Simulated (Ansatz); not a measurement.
# C4H3F7: how energies converge with the basis set

How large a basis does C4H3F7 need? Two functionals are run in growing sets.

Computed with Ansatz 0.2.0, Gaussian basis. Level: one geometry, several basis sets.

The runs, in order: PBE0-D4/def2-SVP; ωB97M-V/def2-SVP; PBE0-D4/def2-QZVPP; ωB97M-V/def2-QZVPP; the functionals' def2-TZVPP values are taken from earlier runs.

## 1. The relaxed structure

The geometry comes from an earlier relaxation with PBE0-D4 in a triple-zeta def2 set; it is a stationary point, not always the lowest conformer.

SMILES `FC(F)C(F)(C(F)F)C(F)F`, 14 atoms, charge 0, spin multiplicity 1.

Atoms are counted from 1 here; the program's logs count them from 0.

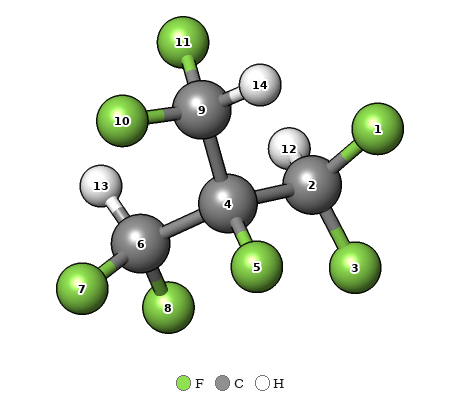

The geometry (fluorine green, carbon grey, hydrogen white); atoms are numbered from 1 in the order of the file.

## 2. PBE0-D4 in def2-SVP

Contents of in.yaml:

```yaml
crystal:
  periodic: [false, false, false]
  atoms:
    - {symbol: F, position_ang: [-1.787347, -0.439485, 1.443068]}
    - {symbol: C, position_ang: [-1.344900, 0.358059, 0.439800]}
    - {symbol: F, position_ang: [-1.637086, 1.622104, 0.770082]}
    - {symbol: C, position_ang: [0.177373, 0.189186, 0.297995]}
    - {symbol: F, position_ang: [0.785339, 0.820682, 1.340397]}
    - {symbol: C, position_ang: [0.677939, 0.771194, -1.035275]}
    - {symbol: F, position_ang: [1.990516, 1.029257, -0.952536]}
    - {symbol: F, position_ang: [0.043116, 1.929803, -1.316974]}
    - {symbol: C, position_ang: [0.527573, -1.299937, 0.395820]}
    - {symbol: F, position_ang: [1.831240, -1.499899, 0.141799]}
    - {symbol: F, position_ang: [-0.187901, -1.969793, -0.543979]}
    - {symbol: H, position_ang: [-1.877644, 0.086273, -0.476148]}
    - {symbol: H, position_ang: [0.499116, 0.071922, -1.859114]}
    - {symbol: H, position_ang: [0.289564, -1.698568, 1.383865]}
basis:
  gaussian: {orbitals: def2-SVP}
hamiltonian: {xc: pbe0, dispersion: d4}
output: {orbitals: {seedname: orbitals}}
```

Command:

```sh
> ansatz run in.yaml --threads 4 --pin off --events-out ev --progress --plain --max-ram 66560MiB --backend cpu
```

After this run come: ωB97M-V in def2-SVP; PBE0-D4 in def2-QZVPP; ωB97M-V in def2-QZVPP.

Before running them: what should the planned runs give, taken together? Wanted: PBE0-D4: double and triple zeta above quadruple; ωB97M-V: double and triple zeta above quadruple.

The runs gave:

| quantity | value |
| --- | --- |
| PBE0-D4: double and triple zeta above quadruple | 28.93, 1.15 eV |
| ωB97M-V: double and triple zeta above quadruple | 29.47, 1.09 eV |

For PBE0-D4 the step from double to triple zeta gains 27.78 eV and the next only 1.15 eV. These are total energies; as a rule much of such shifts cancels in differences, which this series doesn't test. The LUMO of ωB97M-V is positive and keeps falling with the basis (3.16 to 1.71 eV): an unbound level that the basis holds in place.
